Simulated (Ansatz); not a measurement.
**BrFGaHS (SMILES [F][Ga]([SH])[Br]): density, localisation and related maps**

```
atom    x (Å)    y (Å)    z (Å)
   F  -0.3715  -1.5185   0.9878
  Ga  -0.4634  -0.1565  -0.0987
   S   1.2701   1.1401  -0.2743
  Br  -2.3954   0.1317  -1.2299
   H   1.9603   0.4032   0.6151
```

Geometry: PBE0-D4/def2-TZVP.

All numbers below come from RKS PBE0-D4/def2-TZVPP in Ansatz.

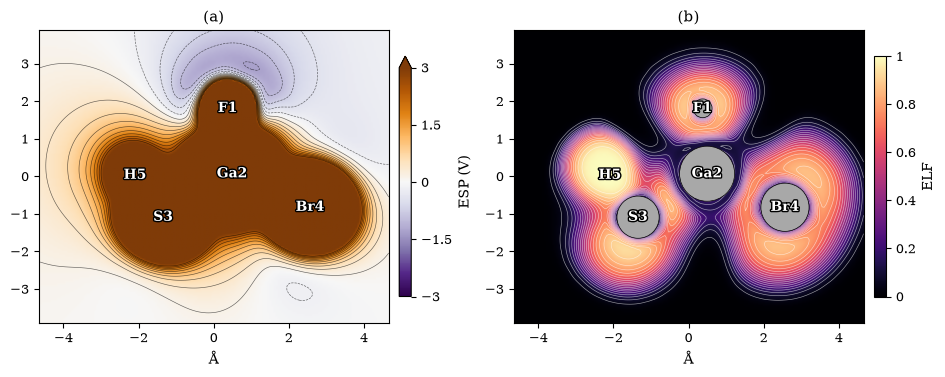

Figure 1. (a) electrostatic potential; (b) ELF on the molecular plane. Grey discs cover the atomic cores in the ELF map.

What do the fields say about this system?

Answer.
- Atoms in the plane: F, Ga, S, Br and H.
- Ga–F (1.74 Å): the ELF peaks at about 0.80 in the valence shell of F, 0.5 Å from its nucleus, and is about 0.15 at the midpoint.
- Ga–S (2.17 Å): the ELF peaks at about 0.85 in the valence shell of S, 0.9 Å from its nucleus, and is about 0.70 at the midpoint.
- Ga–Br (2.26 Å): the ELF peaks at about 0.75 in the valence shell of Br, 1.0 Å from its nucleus, and is about 0.65 at the midpoint.
- S–H (1.35 Å): the ELF climbs to about 1 towards the hydrogen, as it does in any bond to H.
- The ELF also peaks beside S3, Br4 and F1, away from the bonds: lone-pair regions.
- Outside the dense part of the molecule the potential is most negative (−1.3 V) near F1.

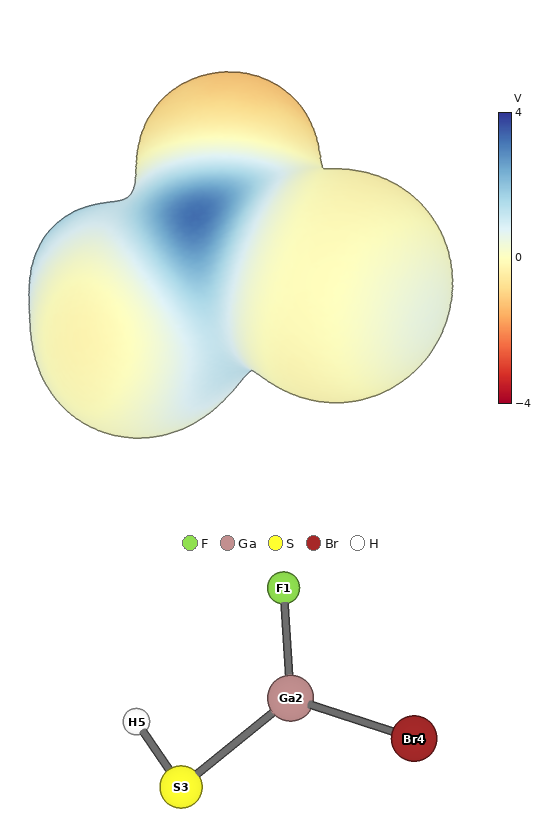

Figure 2. The electrostatic potential painted on the density surface at 0.002 e/bohr³, seen at a tilt; the colour scale runs from red (negative) to blue (positive). The bare structure is drawn below in the same view.

Where is the surface potential most negative and most positive?

Answer. The most negative region (about −1.2 V, or −28 kcal/mol for a unit charge) lies over F1, the most positive (about +3.2 V, or +74 kcal/mol for a unit charge) over Ga2. Br4 shows a σ-hole: about +0.5 V, or +12 kcal/mol for a unit charge at the tip opposite its bond, against about −0.1 V on its flanks.

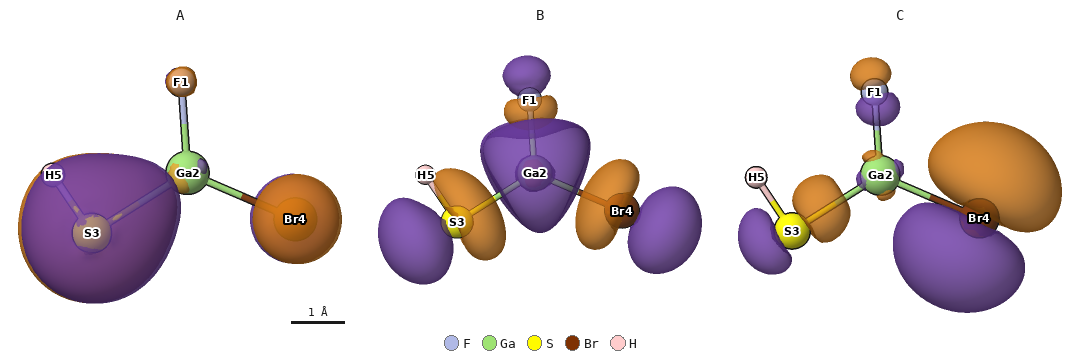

Figure 3. Three frontier orbitals at ±0.08 Å⁻³ᐟ² (orange and purple are the two phases), in no order.

Which picture is the HOMO−1, the HOMO and the LUMO?

Answer. C is the HOMO−1 (−8.93 eV). It lies mainly on Br4 (about 85 %) and Ga2 (about 5 %); it is symmetric in the molecular plane (an in-plane orbital: σ, lone-pair or in-plane π type); largely a lone pair of Br4. A is the HOMO (−8.39 eV). Its weight (Hirshfeld) is mainly on S3 (about 80 %), Ga2 (about 10 %) and Br4 (about 10 %); it changes sign across the molecular plane (π type); π-antibonding (a node) across Ga2–Br4. B is the LUMO (−1.68 eV). It lies mainly on Ga2 (about 45 %), Br4 (about 25 %), S3 (about 20 %) and F1 (about 10 %); it is symmetric in the molecular plane (an in-plane orbital: σ, lone-pair or in-plane π type).

What is the HOMO–LUMO gap?

Answer. 6.71 eV between the orbital energies.
